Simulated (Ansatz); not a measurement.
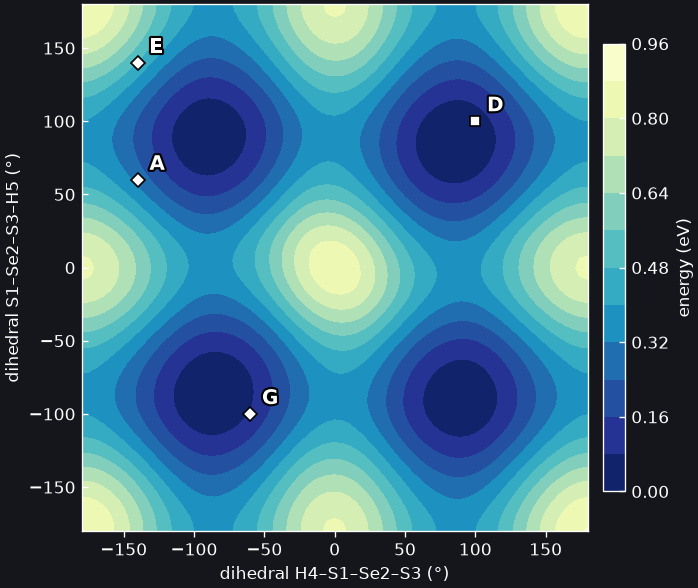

H₂S₂Se, SMILES S[Se]S. First axis: dihedral H4–S1–Se2–S3. Second axis: dihedral S1–Se2–S3–H5. Nothing is relaxed (all other coordinates rigid). The grid has 9 × 9 points; 25 points were computed and 56 follow by symmetry. Points are written as (first, second). All energies are given in eV relative to the relaxed molecule at the same level. These are results of RHF-MP2, frozen core/def2-TZVP in Ansatz 0.2.0, not measurements.

In the figure: filled contours, lettered points. Between grid points the surface is interpolated.

**What kind of point is each of A, D, E: minimum, saddle, maximum or slope?**

A: on a slope; D: minimum; E: on a slope. (In these two coordinates alone; a stationary point may lie a little off the grid point.)

**Rank the lettered points by energy, lowest first.**

D (0.036 eV), G (0.09 eV), A (0.29 eV), E (0.47 eV).
